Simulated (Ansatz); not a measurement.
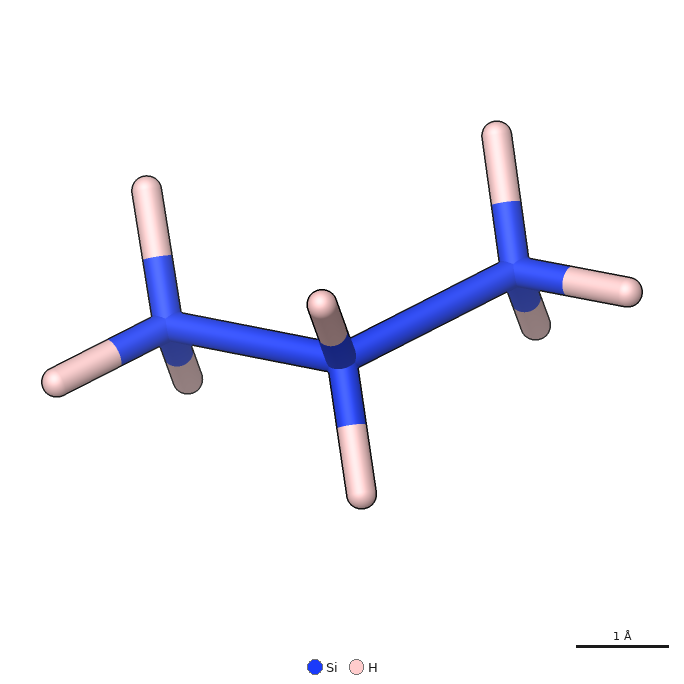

Stick drawing of a structure. Every bond is drawn as one stick, whatever its order.

The geometry was computed by an optimisation with PBE0-D4/def2-TZVP.

> Give the formula.

Si3H8, 11 atoms: 3 silicon and 8 hydrogen.

> What is the point group of this geometry?

C2v.

> Count the bonded pairs by element.

8 Si–H, 2 Si–Si. Sticks follow a distance rule.

> How many sets of symmetry-equivalent atoms are there?

6: 1 Si, 2 Si, 2 H, 2 H, 2 H, 2 H.

More results for the same structure follow; atom numbers are the same in all pictures, views and colours differ.

**Shape**

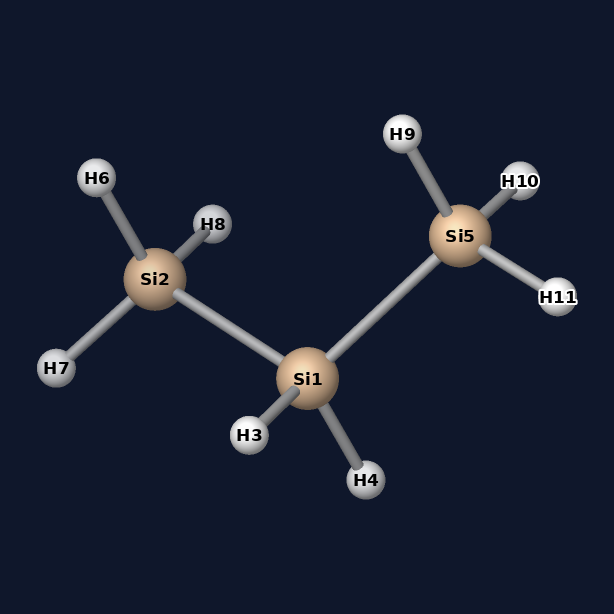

Give the bond lengths.

```tsv
bond	length (Å)
Si1–Si2	2.338
Si1–H3	1.490
Si1–H4	1.490
Si1–Si5	2.338
Si2–H6	1.488
Si2–H7	1.488
Si2–H8	1.488
Si5–H9	1.488
Si5–H10	1.488
Si5–H11	1.488
```

**Charges**

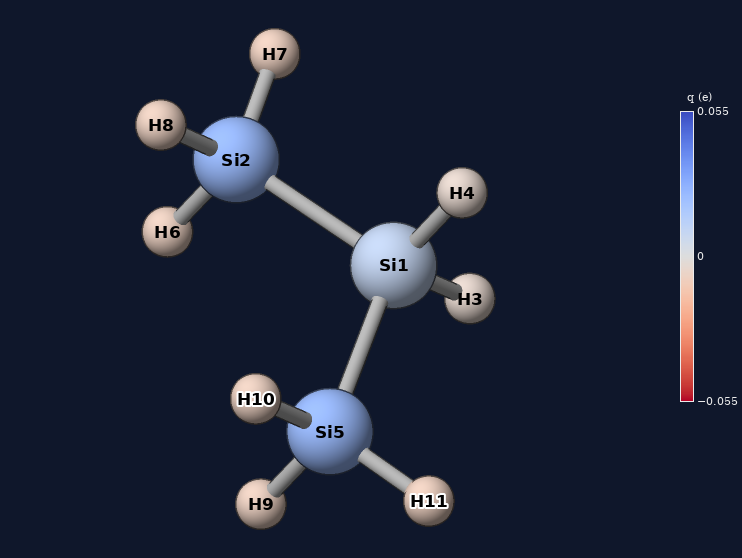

Atoms are coloured by their Mulliken charges. Properties computed with RKS PBE0-D4/def2-TZVP (Ansatz 0.2.0).

> Which atom carries the highest charge (most positive or least negative)?

Si2, Si5 (0.02 e).

> And the lowest?

H6, H7, H8, H9, H10, H11 (−0.01 e).

List the Mulliken charges.

| atom | value (e) |
| --- | --- |
| Si1 | 0.01 |
| Si2 | 0.02 |
| H3 | 0.00 |
| H4 | 0.00 |
| Si5 | 0.02 |
| H6 | −0.01 |
| H7 | −0.01 |
| H8 | −0.01 |
| H9 | −0.01 |
| H10 | −0.01 |
| H11 | −0.01 |

**Vibrations**

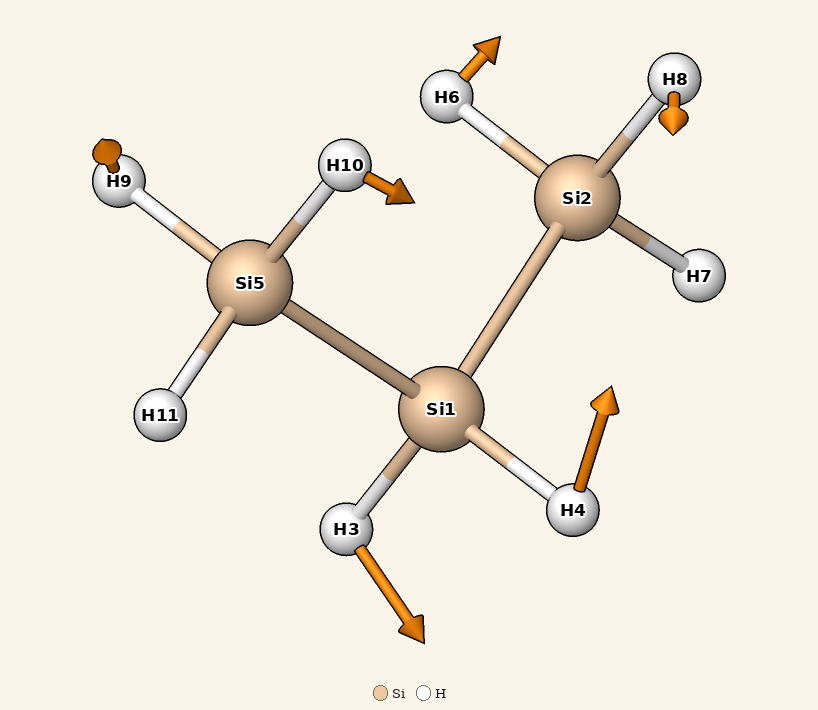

The arrows show one normal mode. Harmonic vibrations computed with RKS PBE0-D4/def2-TZVP (Ansatz 0.2.0) at a stationary point of the same level.

> Describe the motion.

Mostly H–Si–Si bending.

> Estimate its harmonic wavenumber.

309 cm⁻¹; it is mode 4 of 27 counted from the lowest.

**Thermal motion**

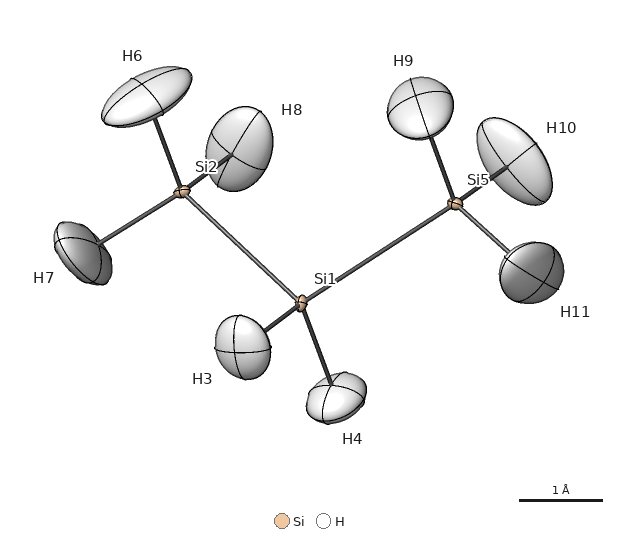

Displacement ellipsoids at the 50 % level, enlarged 1.5 times, from the internal vibrations of the free molecule (harmonic, no overall translation or rotation; no half-axis is drawn under 0.075 Å). Vibrations computed with RKS PBE0-D4/def2-TZVP (Ansatz 0.2.0). Temperature: 0 K (zero-point motion alone).

List U_eq and the three principal root-mean-square amplitudes for each kind of atom. Atoms whose distances differ by more than 0.02 Å in this geometry are listed apart.

```
    atom  U_eq (Å²)   rms amplitudes (Å)
     Si1     0.0012  0.026, 0.027, 0.045
Si2, Si5    0.00098  0.017, 0.022, 0.047
  H3, H4     0.0219  0.091, 0.164, 0.175
  H6, H9     0.0364  0.087, 0.177, 0.265
 H7, H11     0.0368  0.096, 0.174, 0.267
 H8, H10     0.0364  0.087, 0.176, 0.266
```

Mulliken values depend strongly on the basis set and can even reverse the polarity of a bond.
